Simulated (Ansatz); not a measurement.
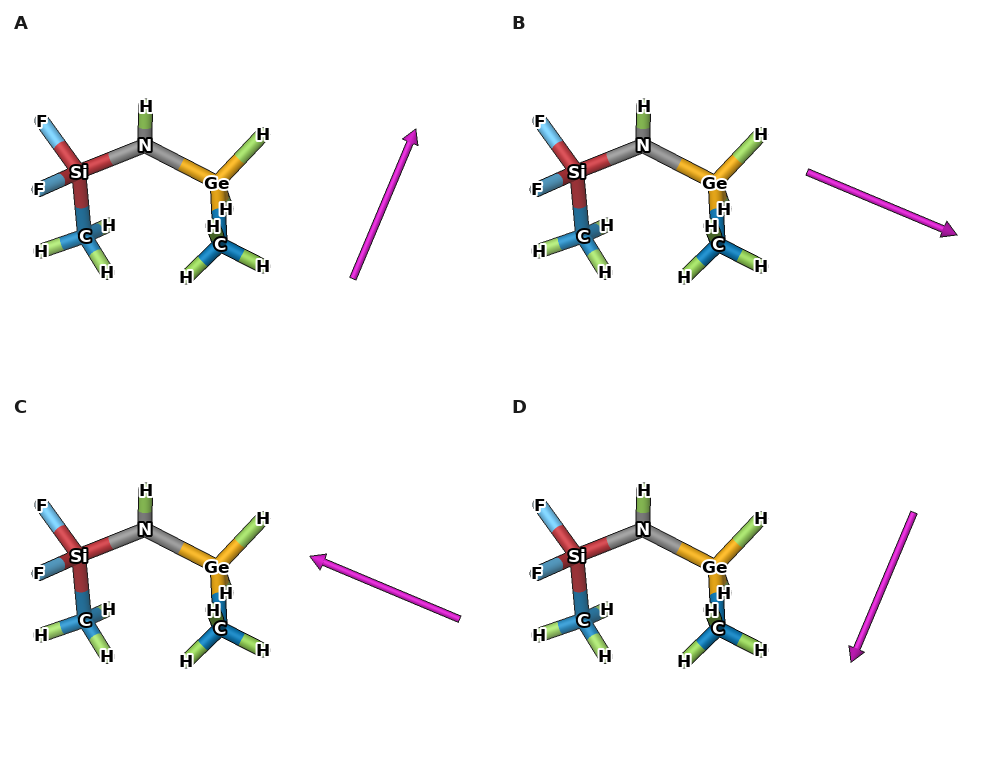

The same molecule four times, each with an arrow. The geometry was computed by an optimisation with PBE0-D4/def2-TZVP. No frequency run is at hand to confirm it as a minimum. Method: RKS PBE0-D4/def2-TZVP (Ansatz 0.2.0).

Question: Which arrow points along the dipole moment, from the negative to the positive end?

Answer: B. The dipole moment is 2.76 D.
